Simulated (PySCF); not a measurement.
# GeHBr (SMILES [GeH][Br]): CCSDT(Q)/STO-6G

Aim: the energy change on altering one bond length of GeHBr at CCSDT(Q)/STO-6G, from 2 runs. Input form: a Python script.

The results are computed with PySCF 2.14.0.

6 further runs of the same task are left out: 6 set aside as unsound or not needed.

## (1) The molecule

The species is GeHBr (3 atoms), meant as a singlet with charge 0. As SMILES, `[GeH][Br]`. The shape is that of a PBE0-D4/def2-TZVP optimisation.

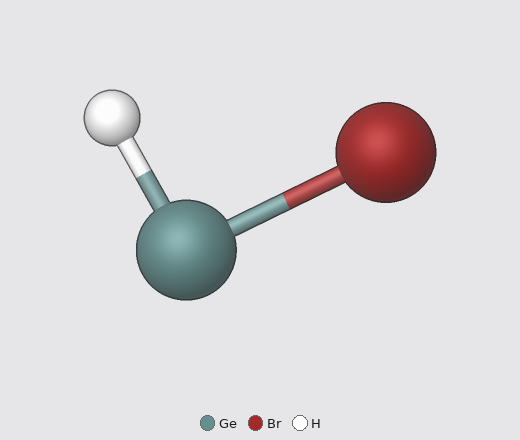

The structure, seen from a chosen angle (germanium teal, bromine red, hydrogen white).

## (2) The energy at CCSDT(Q)/STO-6G

run.py reads:

```python
from pyscf import gto, cc

molecule = gto.M(
    atom='Ge 0.359400 -0.859900 0.094000; Br 0.673600 1.417200 0.525900; H -1.044000 -0.622200 -0.633200',
    basis='sto-6g',
    spin=0,
    max_memory=1860,
    verbose=3,
)

hf = molecule.RHF()
hf.conv_tol = 1e-10
hf.kernel()
if not hf.converged:
    hf = hf.newton().run(hf.mo_coeff, hf.mo_occ)

mycc = cc.CCSDT(hf, frozen=18)
mycc.kernel()
e_bracket, e_q = mycc.ccsdt_q()
etot = mycc.e_tot + e_q
print(f'total energy: {etot:.8f} hartree')
```

Launch:

```sh
$ OMP_NUM_THREADS=1 python run.py
```

Output:

```text
converged SCF energy = -4624.48119047707
_make_eris_incore_RCCSDT
RCCSDT converged
E(RCCSDT) = -4624.534489574412   E_corr = -0.05329909734174343
E_corr(same-spin) = -0.00369287290326883
E_corr(oppo-spin) = -0.0496062244384746
_make_eris_incore_RCCSDT
total energy: -4624.53457722 hartree
```

Run time: 14 s. Hardware: 1 thread of Intel Xeon Platinum 8488C (Sapphire Rapids), shared host; peak memory 0.13 GiB.

## (3) The distorted shape

run.py reads:

```python
from pyscf import gto, cc

mol = gto.M(
    atom='''
Ge     0.382303    -3.776436    -0.230435
Br     1.272920     2.678120     0.993807
H     -2.269739    -3.327248    -1.604644
''',
    unit='bohr',
    verbose=3,
    basis='sto-6g',
    max_memory=1860,
)

calc0 = mol.RHF()
calc0.conv_tol = 1e-10
calc0.kernel()
if not calc0.converged:
    calc0 = calc0.newton().run(calc0.mo_coeff, calc0.mo_occ)

mycc = cc.CCSDT(calc0, frozen=18)
mycc.kernel()
e_bracket, e_q = mycc.ccsdt_q()
energy = mycc.e_tot + e_q
print(f'total energy: {energy:.8f} hartree')
```

Launch:

```sh
$ OMP_NUM_THREADS=1 python run.py
```

Output:

```text
converged SCF energy = -4624.31263016709
_make_eris_incore_RCCSDT
RCCSDT converged
E(RCCSDT) = -4624.404109103797   E_corr = -0.09147893670594628
E_corr(same-spin) = -0.00145526954512542
E_corr(oppo-spin) = -0.0900236671608209
_make_eris_incore_RCCSDT
total energy: -4624.40473794 hartree
```

Run time: 17 s. Hardware: 1 thread of Intel Xeon Platinum 8488C (Sapphire Rapids), shared host; peak memory 0.12 GiB.

## (4) What came out

At CCSDT(Q)/STO-6G, 18 core orbitals frozen:

| quantity | value |
| --- | --- |
| first shape: total energy | -4624.53458 Eh |
| first shape: dipole moment (Hartree–Fock density) | 2.22 D |
| first shape: HOMO energy (Hartree–Fock orbitals) | -6.66 eV |
| first shape: LUMO energy (Hartree–Fock orbitals) | 3.82 eV |
| first shape: HOMO–LUMO gap (Hartree–Fock orbitals) | 10.48 eV |
| first shape: correlation energy (18 core orbitals frozen) | -53.4 mEh |
| first shape: T1 diagnostic | 0.010 |
| distorted shape: total energy | -4624.40474 Eh |
| distorted shape: dipole moment (Hartree–Fock density) | 7.99 D |
| distorted shape: HOMO energy (Hartree–Fock orbitals) | -4.74 eV |
| distorted shape: LUMO energy (Hartree–Fock orbitals) | 2.19 eV |
| distorted shape: HOMO–LUMO gap (Hartree–Fock orbitals) | 6.92 eV |
| distorted shape: correlation energy (18 core orbitals frozen) | -92.1 mEh |
| distorted shape: T1 diagnostic | 0.043 |
| energy change with the Ge1–Br2 bond stretched from 2.339 to 3.508 Å | 3.533 eV |

What this shows: With the Ge1–Br2 bond stretched from 2.339 to 3.508 Å the energy rises by 3.53 eV (81 kcal/mol). The first shape isn't relaxed at this level, so the change isn't measured from a minimum. The minimal basis adds a large error of its own. The T1 diagnostic (distorted shape) of 0.043 is above the customary mark for such species, so a single reference may not serve.
